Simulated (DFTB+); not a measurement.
**Run report: C₂H₈AsGaO, geometry relaxation (part 2 of 3)**

The same run, continued: C₂H₈AsGaO; GFN1-xTB, R-SCC, dispersion built in (DFTB+ 25.1). The geometry comes from this level: GFN2-xTB. The settings are looser than a standard set-up, so the numbers are not reference values.

Geometry of the input (Å):
```
C  -0.7920  0.9911  0.5413
C  -0.5365  -0.4731  0.9008
As 1.2660  -1.0028  0.2693
Ga 0.2360  0.3585  -2.1079
O  -0.5095  1.2472  -0.8073
H  -0.1517  1.6344  1.1654
H  -1.8394  1.2532  0.7459
H  -0.6526  -0.6294  1.9774
H  -1.2666  -1.0993  0.3733
H  2.0118  -0.2668  1.3514
H  1.3155  -2.2567  1.1127
H  -0.4176  -0.9202  -2.7046
H  1.3367  1.1640  -2.8175
```

Log, continued
```
 iSCC Total electronic   Diff electronic      SCC error
    1   -0.17077099E+02    0.00000000E+00    0.73960661E-02
    2   -0.17077124E+02   -0.14037866E-02    0.48780652E-02
    3   -0.17077128E+02   -0.25563792E-04    0.42844231E-02
    4   -0.17077129E+02   -0.33940607E-05    0.15327394E-02
    5   -0.17077129E+02   -0.10486810E-05    0.30079806E-03
    6   -0.17077129E+02   -0.13584648E-06    0.57689619E-04
    7   -0.17077129E+02   -0.23648386E-07    0.27045336E-04
    8   -0.17077129E+02   -0.54486904E-09    0.56637826E-05
    9   -0.17077129E+02   -0.19652546E-09    0.88721765E-06
   10   -0.17077129E+02   -0.51585403E-11    0.31744936E-06
   11   -0.17077129E+02   -0.18829382E-12    0.16517308E-06
   12   -0.17077129E+02    0.35527137E-14    0.17527268E-07
   13   -0.17077129E+02   -0.35527137E-14    0.46221003E-08

Total Energy:                      -16.9608640388 H         -461.5286 eV
Extrapolated to 0K:                -16.9608640388 H         -461.5286 eV
Total Mermin free energy:          -16.9608640388 H         -461.5286 eV
Force related energy:              -16.9608640388 H         -461.5286 eV

total energy  -1.6960864E+01 H       energy change -3.0365786E-04 H
gradient norm  1.1773281E-02 H/a0    max. gradient  5.2925321E-03 H/a0
step length    9.7196675E-02 a0      max. step      5.3132827E-02 a0

--------------------------------------------------------------------------------

***  Geometry step: 12

 iSCC Total electronic   Diff electronic      SCC error
    1   -0.17077727E+02    0.00000000E+00    0.56022652E-02
    2   -0.17077742E+02   -0.59868788E-03    0.38050975E-02
    3   -0.17077744E+02   -0.14071095E-04    0.33426169E-02
    4   -0.17077744E+02   -0.19991197E-05    0.12921913E-02
    5   -0.17077744E+02   -0.67341429E-06    0.24373356E-03
    6   -0.17077744E+02   -0.82191136E-07    0.50195609E-04
    7   -0.17077744E+02   -0.15308430E-07    0.21358930E-04
    8   -0.17077744E+02   -0.34995651E-09    0.41076535E-05
    9   -0.17077744E+02   -0.97681863E-10    0.87128309E-06
   10   -0.17077744E+02   -0.33324454E-11    0.21005712E-06
   11   -0.17077744E+02   -0.12079227E-12    0.10599023E-06
   12   -0.17077744E+02    0.00000000E+00    0.14464139E-07
   13   -0.17077744E+02   -0.71054274E-14    0.38531639E-08

Total Energy:                      -16.9610834224 H         -461.5346 eV
Extrapolated to 0K:                -16.9610834224 H         -461.5346 eV
Total Mermin free energy:          -16.9610834224 H         -461.5346 eV
Force related energy:              -16.9610834224 H         -461.5346 eV

total energy  -1.6961083E+01 H       energy change -2.1938364E-04 H
gradient norm  9.7952757E-03 H/a0    max. gradient  3.7202406E-03 H/a0
step length    7.5651271E-02 a0      max. step      4.1842028E-02 a0

--------------------------------------------------------------------------------

***  Geometry step: 13

 iSCC Total electronic   Diff electronic      SCC error
    1   -0.17077655E+02    0.00000000E+00    0.38537655E-02
    2   -0.17077660E+02    0.89526884E-04    0.26230560E-02
    3   -0.17077660E+02   -0.47552419E-05    0.22693123E-02
    4   -0.17077660E+02   -0.64032845E-06    0.64945761E-03
    5   -0.17077660E+02   -0.10840585E-06    0.13873727E-03
    6   -0.17077660E+02   -0.78119324E-07    0.25914907E-04
    7   -0.17077660E+02   -0.46394213E-08    0.89664655E-05
    8   -0.17077660E+02   -0.11782575E-09    0.25716562E-05
    9   -0.17077660E+02   -0.20627056E-10    0.62310271E-06
   10   -0.17077660E+02   -0.10835777E-11    0.13034064E-06
   11   -0.17077660E+02   -0.42632564E-13    0.22406643E-07
   12   -0.17077660E+02    0.00000000E+00    0.11874350E-07
   13   -0.17077660E+02    0.35527137E-14    0.35149289E-08

Total Energy:                      -16.9612382454 H         -461.5388 eV
Extrapolated to 0K:                -16.9612382454 H         -461.5388 eV
Total Mermin free energy:          -16.9612382454 H         -461.5388 eV
Force related energy:              -16.9612382454 H         -461.5388 eV

total energy  -1.6961238E+01 H       energy change -1.5482303E-04 H
gradient norm  8.9946151E-03 H/a0    max. gradient  3.6585379E-03 H/a0
step length    5.2164368E-02 a0      max. step      2.7639054E-02 a0

--------------------------------------------------------------------------------

***  Geometry step: 14

 iSCC Total electronic   Diff electronic      SCC error
    1   -0.17077229E+02    0.00000000E+00    0.38920885E-02
    2   -0.17077233E+02    0.43092635E-03    0.25835956E-02
    3   -0.17077233E+02   -0.31146677E-05    0.21122603E-02
    4   -0.17077233E+02   -0.33209462E-06    0.37908169E-03
    5   -0.17077233E+02   -0.40451951E-07    0.86228164E-04
    6   -0.17077233E+02   -0.41211102E-07    0.88477517E-05
    7   -0.17077233E+02   -0.12435066E-08    0.53163264E-05
    8   -0.17077233E+02   -0.95461417E-11    0.10748583E-05
    9   -0.17077233E+02   -0.35029757E-11    0.35226943E-06
   10   -0.17077233E+02   -0.28066438E-12    0.78095839E-07
   11   -0.17077233E+02   -0.14210855E-13    0.18933751E-07
   12   -0.17077233E+02    0.00000000E+00    0.74781807E-08

Total Energy:                      -16.9613956632 H         -461.5431 eV
Extrapolated to 0K:                -16.9613956632 H         -461.5431 eV
Total Mermin free energy:          -16.9613956632 H         -461.5431 eV
Force related energy:              -16.9613956632 H         -461.5431 eV

total energy  -1.6961396E+01 H       energy change -1.5741777E-04 H
gradient norm  9.1397593E-03 H/a0    max. gradient  3.2827091E-03 H/a0
step length    5.2695018E-02 a0      max. step      2.5326570E-02 a0

--------------------------------------------------------------------------------

***  Geometry step: 15

 iSCC Total electronic   Diff electronic      SCC error
    1   -0.17076758E+02    0.00000000E+00    0.40363972E-02
    2   -0.17076761E+02    0.47479226E-03    0.26048538E-02
    3   -0.17076762E+02   -0.32066662E-05    0.19278386E-02
    4   -0.17076762E+02   -0.36975369E-06    0.52985769E-03
    5   -0.17076762E+02   -0.13037929E-06    0.16309275E-03
    6   -0.17076762E+02   -0.55960946E-07    0.11127433E-04
    7   -0.17076762E+02   -0.40206345E-08    0.58858366E-05
    8   -0.17076762E+02   -0.27462477E-10    0.81839227E-06
    9   -0.17076762E+02   -0.73612227E-11    0.54054873E-06
   10   -0.17076762E+02   -0.22026825E-12    0.12887560E-06
   11   -0.17076762E+02   -0.71054274E-14    0.14887946E-07
   12   -0.17076762E+02    0.00000000E+00    0.77754945E-08

Total Energy:                      -16.9615592631 H         -461.5475 eV
Extrapolated to 0K:                -16.9615592631 H         -461.5475 eV
Total Mermin free energy:          -16.9615592631 H         -461.5475 eV
Force related energy:              -16.9615592631 H         -461.5475 eV

total energy  -1.6961559E+01 H       energy change -1.6359992E-04 H
gradient norm  9.3602121E-03 H/a0    max. gradient  3.7136233E-03 H/a0
step length    5.8103571E-02 a0      max. step      2.4629601E-02 a0

--------------------------------------------------------------------------------

***  Geometry step: 16

 iSCC Total electronic   Diff electronic      SCC error
    1   -0.17076604E+02    0.00000000E+00    0.36854294E-02
    2   -0.17076607E+02    0.15815989E-03    0.22854074E-02
    3   -0.17076607E+02   -0.29205696E-05    0.15326975E-02
    4   -0.17076607E+02   -0.54039639E-06    0.61805798E-03
    5   -0.17076607E+02   -0.13071603E-06    0.23286871E-03
    6   -0.17076607E+02   -0.45252492E-07    0.14698931E-04
    7   -0.17076607E+02   -0.44211852E-08    0.56968200E-05
    8   -0.17076607E+02   -0.61561423E-10    0.14217013E-05
    9   -0.17076607E+02   -0.86970431E-11    0.53163186E-06
   10   -0.17076607E+02   -0.50093263E-12    0.23071454E-06
   11   -0.17076607E+02   -0.21316282E-13    0.23086029E-07
   12   -0.17076607E+02   -0.35527137E-14    0.11629253E-07
   13   -0.17076607E+02   -0.35527137E-14    0.24066200E-08

Total Energy:                      -16.9617116312 H         -461.5517 eV
Extrapolated to 0K:                -16.9617116312 H         -461.5517 eV
Total Mermin free energy:          -16.9617116312 H         -461.5517 eV
Force related energy:              -16.9617116312 H         -461.5517 eV

total energy  -1.6961712E+01 H       energy change -1.5236806E-04 H
gradient norm  8.8521131E-03 H/a0    max. gradient  3.7690862E-03 H/a0
step length    5.8811998E-02 a0      max. step      2.2024566E-02 a0

--------------------------------------------------------------------------------

***  Geometry step: 17

 iSCC Total electronic   Diff electronic      SCC error
    1   -0.17076929E+02    0.00000000E+00    0.21698058E-02
    2   -0.17076931E+02   -0.32205275E-03    0.13371184E-02
    3   -0.17076931E+02   -0.14411877E-05    0.90477837E-03
    4   -0.17076931E+02   -0.34627385E-06    0.56644643E-03
    5   -0.17076931E+02   -0.54039198E-07    0.15863325E-03
    6   -0.17076931E+02   -0.20210830E-07    0.15489495E-04
    7   -0.17076931E+02   -0.27637768E-08    0.44450422E-05
    8   -0.17076931E+02   -0.47094773E-10    0.16926451E-05
    9   -0.17076931E+02   -0.27782221E-11    0.33658448E-06
   10   -0.17076931E+02   -0.63238303E-12    0.14488772E-06
   11   -0.17076931E+02   -0.21316282E-13    0.23312662E-07
   12   -0.17076931E+02   -0.35527137E-14    0.80292177E-08

Total Energy:                      -16.9618406369 H         -461.5552 eV
Extrapolated to 0K:                -16.9618406369 H         -461.5552 eV
Total Mermin free energy:          -16.9618406369 H         -461.5552 eV
Force related energy:              -16.9618406369 H         -461.5552 eV

total energy  -1.6961841E+01 H       energy change -1.2900568E-04 H
gradient norm  7.8219219E-03 H/a0    max. gradient  2.9688736E-03 H/a0
step length    5.4447878E-02 a0      max. step      1.9139714E-02 a0

Geometry converged

--------------------------------------------------------------------------------
--------------------------------------------------------------------------------
Pre-SCC initialisation                 +       0.02 ( 12.9%)       0.02 (  5.8%)
SCC                                    +       0.11 ( 61.7%)       0.34 ( 82.7%)
Post-SCC processing                    +       0.05 ( 25.1%)       0.05 ( 11.2%)
--------------------------------------------------------------------------------
Missing                                +       0.00 (  0.3%)       0.00 (  0.2%)
Total                                  =       0.18 (100.0%)       0.41 (100.0%)
--------------------------------------------------------------------------------
```

Trajectory as extended XYZ (Å, eV, eV/Å), 15 of the 18 frames kept, from step=0 to step=17
```
13
Properties=species:S:1:pos:R:3 step=0 energy=-461.41516
C    -0.7920    0.9911    0.5413
C    -0.5365   -0.4731    0.9008
As    1.2660   -1.0028    0.2693
Ga    0.2360    0.3585   -2.1079
O    -0.5095    1.2472   -0.8073
H    -0.1517    1.6344    1.1654
H    -1.8394    1.2532    0.7459
H    -0.6526   -0.6294    1.9774
H    -1.2666   -1.0993    0.3733
H     2.0118   -0.2668    1.3514
H     1.3155   -2.2567    1.1127
H    -0.4176   -0.9202   -2.7046
H     1.3367    1.1640   -2.8175
13
Properties=species:S:1:pos:R:3 step=1 energy=-461.43911
C    -0.7922    0.9923    0.5419
C    -0.5356   -0.4737    0.9010
As    1.2651   -1.0024    0.2734
Ga    0.2425    0.3506   -2.1170
O    -0.5116    1.2511   -0.8022
H    -0.1521    1.6340    1.1669
H    -1.8407    1.2525    0.7472
H    -0.6532   -0.6294    1.9762
H    -1.2664   -1.0986    0.3750
H     2.0103   -0.2674    1.3485
H     1.3154   -2.2542    1.1091
H    -0.4174   -0.9183   -2.7032
H     1.3360    1.1636   -2.8168
13
Properties=species:S:1:pos:R:3 step=2 energy=-461.46305
C    -0.7937    0.9945    0.5458
C    -0.5335   -0.4741    0.9017
As    1.2622   -1.0007    0.2815
Ga    0.2573    0.3336   -2.1339
O    -0.5131    1.2583   -0.7979
H    -0.1531    1.6331    1.1723
H    -1.8440    1.2502    0.7516
H    -0.6551   -0.6296    1.9738
H    -1.2662   -1.0972    0.3794
H     2.0069   -0.2681    1.3415
H     1.3151   -2.2483    1.0998
H    -0.4180   -0.9151   -2.6999
H     1.3353    1.1634   -2.8157
13
Properties=species:S:1:pos:R:3 step=4 energy=-461.47746
C    -0.7957    0.9973    0.5486
C    -0.5329   -0.4706    0.9038
As    1.2546   -0.9933    0.2820
Ga    0.2793    0.3140   -2.1424
O    -0.5069    1.2610   -0.8023
H    -0.1560    1.6319    1.1852
H    -1.8497    1.2449    0.7612
H    -0.6594   -0.6302    1.9737
H    -1.2667   -1.0955    0.3872
H     2.0032   -0.2657    1.3325
H     1.3147   -2.2420    1.0843
H    -0.4239   -0.9178   -2.6973
H     1.3397    1.1659   -2.8169
13
Properties=species:S:1:pos:R:3 step=5 energy=-461.48618
C    -0.7967    1.0001    0.5484
C    -0.5342   -0.4669    0.9060
As    1.2480   -0.9857    0.2769
Ga    0.2958    0.3013   -2.1418
O    -0.4997    1.2594   -0.8056
H    -0.1596    1.6308    1.1956
H    -1.8532    1.2403    0.7685
H    -0.6632   -0.6304    1.9751
H    -1.2678   -1.0941    0.3933
H     2.0010   -0.2621    1.3264
H     1.3144   -2.2384    1.0715
H    -0.4302   -0.9226   -2.6960
H     1.3454    1.1686   -2.8188
13
Properties=species:S:1:pos:R:3 step=6 energy=-461.49404
C    -0.7972    1.0030    0.5470
C    -0.5369   -0.4630    0.9087
As    1.2413   -0.9768    0.2680
Ga    0.3115    0.2901   -2.1359
O    -0.4912    1.2550   -0.8067
H    -0.1648    1.6295    1.2052
H    -1.8551    1.2358    0.7745
H    -0.6668   -0.6301    1.9777
H    -1.2696   -1.0929    0.3992
H     1.9992   -0.2572    1.3204
H     1.3142   -2.2356    1.0576
H    -0.4370   -0.9287   -2.6949
H     1.3525    1.1710   -2.8213
13
Properties=species:S:1:pos:R:3 step=7 energy=-461.49984
C    -0.7972    1.0045    0.5459
C    -0.5400   -0.4608    0.9111
As    1.2373   -0.9698    0.2592
Ga    0.3209    0.2838   -2.1274
O    -0.4847    1.2498   -0.8044
H    -0.1698    1.6287    1.2101
H    -1.8546    1.2332    0.7761
H    -0.6690   -0.6290    1.9806
H    -1.2720   -1.0920    0.4028
H     1.9983   -0.2527    1.3159
H     1.3141   -2.2340    1.0465
H    -0.4414   -0.9330   -2.6940
H     1.3582    1.1717   -2.8229
13
Properties=species:S:1:pos:R:3 step=8 energy=-461.50552
C    -0.7972    1.0042    0.5462
C    -0.5434   -0.4601    0.9136
As    1.2346   -0.9635    0.2505
Ga    0.3276    0.2794   -2.1170
O    -0.4789    1.2442   -0.7988
H    -0.1753    1.6284    1.2120
H    -1.8528    1.2321    0.7739
H    -0.6703   -0.6270    1.9840
H    -1.2754   -1.0913    0.4052
H     1.9975   -0.2480    1.3109
H     1.3141   -2.2324    1.0348
H    -0.4437   -0.9356   -2.6924
H     1.3631    1.1702   -2.8236
13
Properties=species:S:1:pos:R:3 step=10 energy=-461.52036
C    -0.7981    0.9975    0.5547
C    -0.5509   -0.4640    0.9216
As    1.2284   -0.9474    0.2328
Ga    0.3449    0.2647   -2.0923
O    -0.4636    1.2329   -0.7792
H    -0.1900    1.6306    1.2148
H    -1.8501    1.2331    0.7589
H    -0.6713   -0.6198    1.9941
H    -1.2884   -1.0890    0.4114
H     1.9941   -0.2344    1.2915
H     1.3154   -2.2256    0.9948
H    -0.4436   -0.9352   -2.6838
H     1.3730    1.1572   -2.8203
13
Properties=species:S:1:pos:R:3 step=11 energy=-461.52862
C    -0.7996    0.9922    0.5622
C    -0.5539   -0.4684    0.9269
As    1.2237   -0.9379    0.2255
Ga    0.3569    0.2535   -2.0813
O    -0.4537    1.2294   -0.7695
H    -0.1976    1.6334    1.2188
H    -1.8525    1.2348    0.7479
H    -0.6711   -0.6158    2.0004
H    -1.2972   -1.0875    0.4164
H     1.9914   -0.2258    1.2767
H     1.3171   -2.2206    0.9667
H    -0.4411   -0.9319   -2.6766
H     1.3774    1.1453   -2.8155
13
Properties=species:S:1:pos:R:3 step=12 energy=-461.53459
C    -0.8014    0.9893    0.5676
C    -0.5553   -0.4721    0.9308
As    1.2189   -0.9314    0.2216
Ga    0.3659    0.2447   -2.0757
O    -0.4459    1.2293   -0.7652
H    -0.2021    1.6359    1.2245
H    -1.8574    1.2364    0.7393
H    -0.6702   -0.6141    2.0052
H    -1.3037   -1.0865    0.4213
H     1.9893   -0.2193    1.2646
H     1.3195   -2.2173    0.9445
H    -0.4379   -0.9282   -2.6702
H     1.3798    1.1341   -2.8100
13
Properties=species:S:1:pos:R:3 step=13 energy=-461.53881
C    -0.8032    0.9896    0.5694
C    -0.5560   -0.4737    0.9334
As    1.2145   -0.9275    0.2193
Ga    0.3712    0.2397   -2.0730
O    -0.4402    1.2310   -0.7650
H    -0.2042    1.6374    1.2305
H    -1.8630    1.2373    0.7337
H    -0.6688   -0.6147    2.0085
H    -1.3076   -1.0862    0.4259
H     1.9884   -0.2149    1.2566
H     1.3224   -2.2166    0.9299
H    -0.4351   -0.9256   -2.6656
H     1.3814    1.1250   -2.8050
13
Properties=species:S:1:pos:R:3 step=15 energy=-461.54754
C    -0.8078    0.9974    0.5664
C    -0.5596   -0.4711    0.9376
As    1.2039   -0.9219    0.2116
Ga    0.3744    0.2364   -2.0645
O    -0.4291    1.2384   -0.7665
H    -0.2097    1.6376    1.2446
H    -1.8758    1.2386    0.7203
H    -0.6629   -0.6202    2.0147
H    -1.3140   -1.0872    0.4383
H     1.9886   -0.2054    1.2420
H     1.3329   -2.2220    0.9034
H    -0.4293   -0.9230   -2.6572
H     1.3879    1.1035   -2.7927
13
Properties=species:S:1:pos:R:3 step=16 energy=-461.55169
C    -0.8106    1.0028    0.5636
C    -0.5629   -0.4671    0.9392
As    1.1993   -0.9203    0.2066
Ga    0.3720    0.2375   -2.0579
O    -0.4247    1.2439   -0.7648
H    -0.2147    1.6362    1.2500
H    -1.8804    1.2393    0.7119
H    -0.6583   -0.6238    2.0169
H    -1.3167   -1.0882    0.4456
H     1.9894   -0.2010    1.2351
H     1.3400   -2.2269    0.8918
H    -0.4268   -0.9236   -2.6538
H     1.3940    1.0923   -2.7864
13
Properties=species:S:1:pos:R:3 step=17 energy=-461.55520
C    -0.8134    1.0069    0.5623
C    -0.5663   -0.4627    0.9403
As    1.1960   -0.9195    0.2022
Ga    0.3688    0.2387   -2.0516
O    -0.4218    1.2504   -0.7610
H    -0.2211    1.6347    1.2535
H    -1.8829    1.2402    0.7039
H    -0.6537   -0.6265    2.0178
H    -1.3190   -1.0892    0.4525
H     1.9900   -0.1978    1.2285
H     1.3468   -2.2312    0.8817
H    -0.4256   -0.9255   -2.6512
H     1.4016    1.0828   -2.7811
```

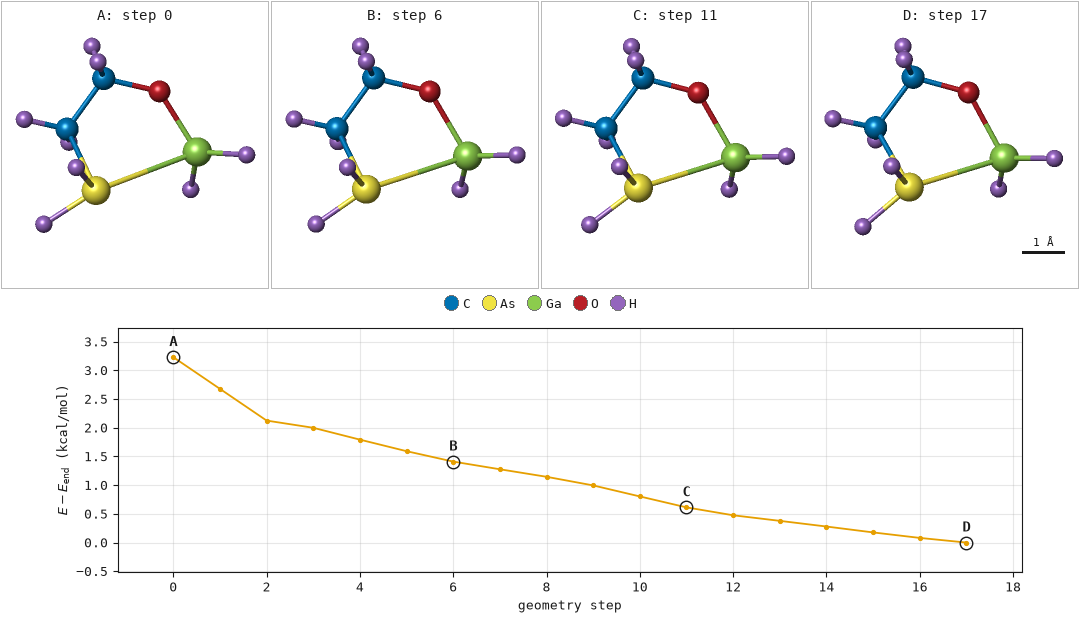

*Frames of the relaxation (ball-and-stick view, seen at a tilt) above the curves, on which the letters mark them (steps are counted from 0).*

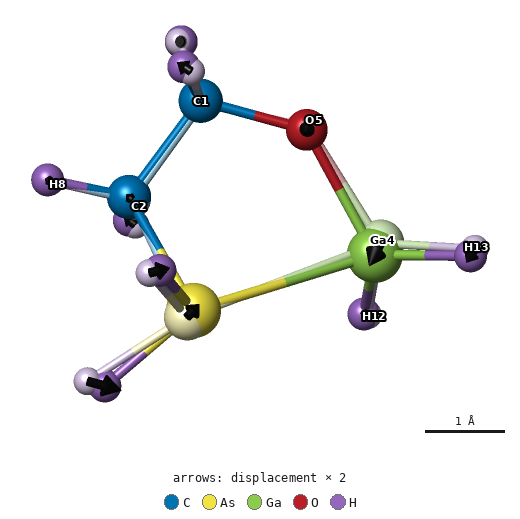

*Start (faint) and end (solid) with the displacements as black arrows, magnified 2 times (ball-and-stick view, seen at a tilt). The two geometries are laid on each other by the best rigid fit.*

Over 17 geometry steps the energy falls by 3.23 kcal/mol. The atom that moves furthest after the best rigid fit is H11 (0.23 Å). By element the largest moves are H 0.23 Å, Ga 0.19 Å, As 0.13 Å, O 0.10 Å, C 0.05 Å. Distances before and after: As3–Ga4 2.927 → 2.666 Å, Ga4–O5 1.743 → 1.821 Å, Ga4–H12 1.555 → 1.532 Å, As3–H10 1.506 → 1.485 Å. Among the angles that change: C2–As3–Ga4 79.3° → 86.5°, Ga4–As3–H11 148.3° → 143.3°, As3–Ga4–H12 94.4° → 99.3°. (Atoms are counted from 1 in the order of the input.)
